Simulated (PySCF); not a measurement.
# C2H2BF5 (charge −1, doublet): what the fields show

```yaml
atoms:
  - { symbol: B, position_ang: [1.4497, -0.5701, -0.0512] }
  - { symbol: C, position_ang: [0.3053, 0.3312, 0.2521] }
  - { symbol: F, position_ang: [0.1275, 1.4150, -1.5416] }
  - { symbol: F, position_ang: [0.4283, 1.4116, 1.0860] }
  - { symbol: C, position_ang: [-1.1247, -0.0506, 0.1389] }
  - { symbol: F, position_ang: [-1.5386, -0.8227, 1.2280] }
  - { symbol: F, position_ang: [-1.4062, -0.8330, -0.9099] }
  - { symbol: F, position_ang: [-2.0162, 0.9518, 0.1321] }
  - { symbol: H, position_ang: [1.2510, -1.5660, -0.6388] }
  - { symbol: H, position_ang: [2.5327, -0.2626, 0.2818] }
```

Geometry: GFN2-xTB; at this geometry the atoms fall into two loosely joined parts.

The calculation used UKS B3LYP, pcH-1 on B C F H, non-relativistic, mean-field spin-orbit, GIAO (PySCF 2.14.0, density-fitted response routines).

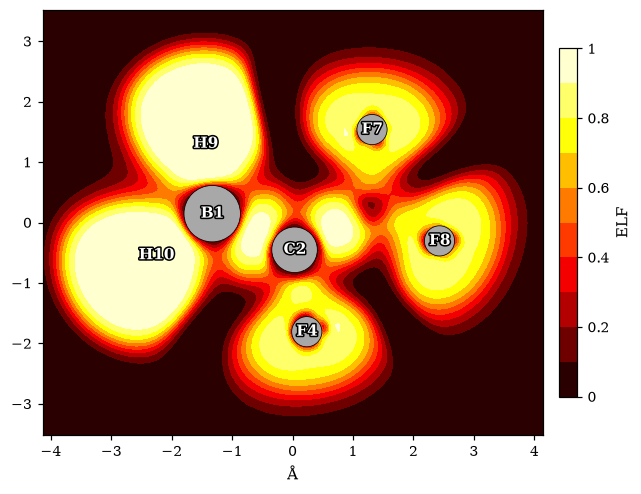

Figure 1. Electron localisation function on the plane of atoms B1, C2 and F4. Grey discs cover the atomic cores.

Question: Interpret the plot.

Answer:
- The plane passes through B, C, F and H nuclei.
- C–B (1.49 Å): the ELF peaks at about 0.95 between the atoms: localised, covalent bonding.
- B–H (1.17 Å): the ELF climbs to about 1 towards the hydrogen, as it does in any bond to H; a covalent bond by its length.
- C–F (1.37 Å): the ELF peaks at about 0.85 between the atoms, as expected for a polar covalent bond.
- The ELF also peaks beside F4, F8 and F7, away from the bonds: non-bonding electrons, paired or unpaired.

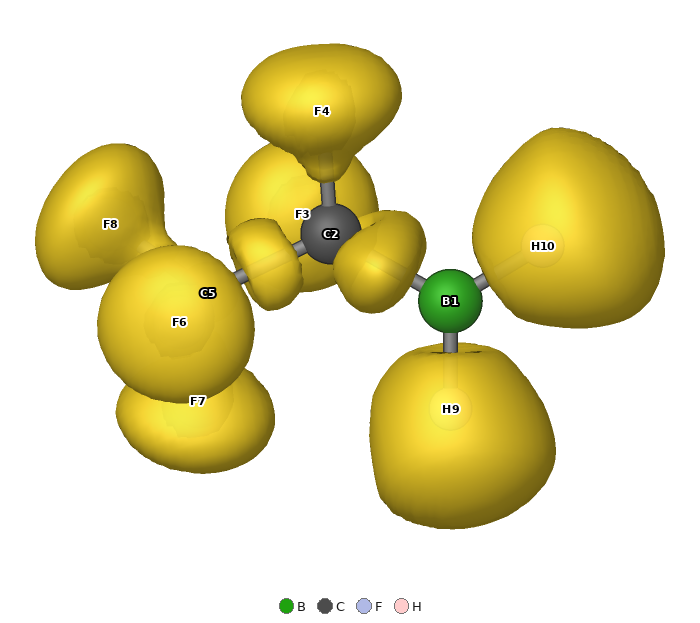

Figure 2. Isosurface of the electron localisation function at 0.75 (yellow), seen at a tilt. Core shells and regions of very low density are left out.

Question: Where are the electrons localised?

Answer: The ELF exceeds this value in one region between bonded B–C atoms (shared pairs), one region between bonded C–C atoms (shared pairs), two regions around hydrogen nuclei, four regions on F in which the atom's valence shell and bonds are merged and one region wrapped around F (its valence shell).


C–F (1.34 Å): the ELF peaks at about 0.85 between the atoms; a polar covalent bond. C–C (1.48 Å): the ELF peaks at about 1 between the atoms, as expected for a shared electron pair.
